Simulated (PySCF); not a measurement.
```
atom    x (Å)    y (Å)    z (Å)
   C  -2.5574   0.9834   0.9348
   C  -1.6865   0.6980  -0.0048
   C  -0.6852  -0.4033   0.2438
   C  -1.1707  -1.7328  -0.2986
   O   0.5258   0.0792  -0.4063
   C   1.6670  -0.3920   0.0583
   C   2.8780   0.0755  -0.6197
   O   1.7403  -1.1565   1.0072
   H  -3.3041   1.7062   0.7249
   H  -2.4716   0.5397   1.9123
   H  -1.5459   1.2179  -0.9112
   H  -0.4710  -0.6030   1.3110
   H  -1.3777  -1.6832  -1.3936
   H  -0.3525  -2.4132  -0.1660
   H  -2.0344  -2.1351   0.1977
   H   3.0065  -0.5502  -1.4916
   H   2.7743   1.0967  -0.9840
   H   3.6995  -0.1364   0.0853
```

Geometry: GFN2-xTB, MD frame at 250 fs, 200 K.

The calculation used PBE0/pcSseg-1, SCF density, gas phase, non-relativistic (PySCF).

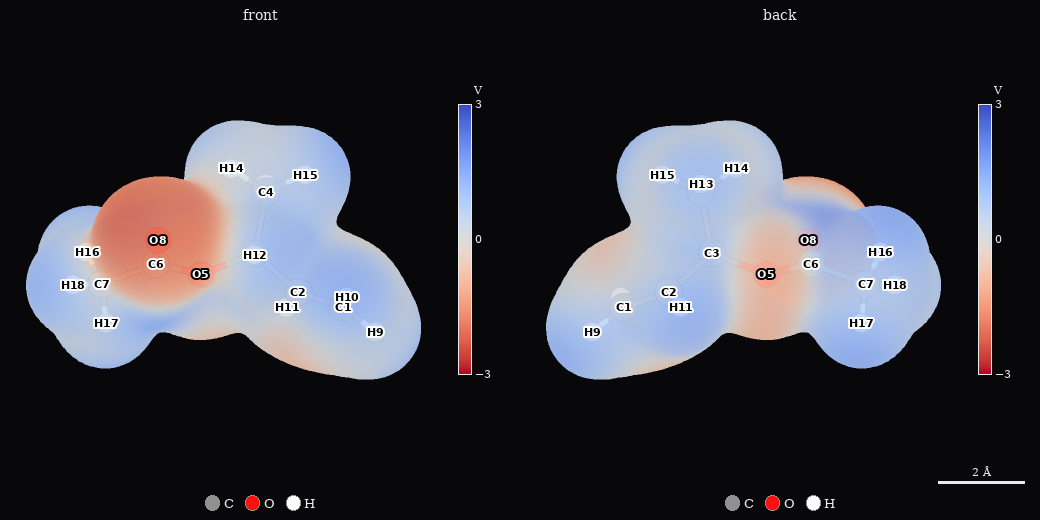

C₆H₁₀O₂. The electrostatic potential painted on the density surface at 0.004 e/bohr³, seen from the front and from behind; red is negative and blue positive.

**Describe the electrostatic potential map.**

The most negative region (about −2.0 V, or −46 kcal/mol for a unit charge) lies over O8, the most positive (about +1.4 V, or +32 kcal/mol for a unit charge) over C6 and H16. O8 is the likeliest acceptor of a hydrogen bond.
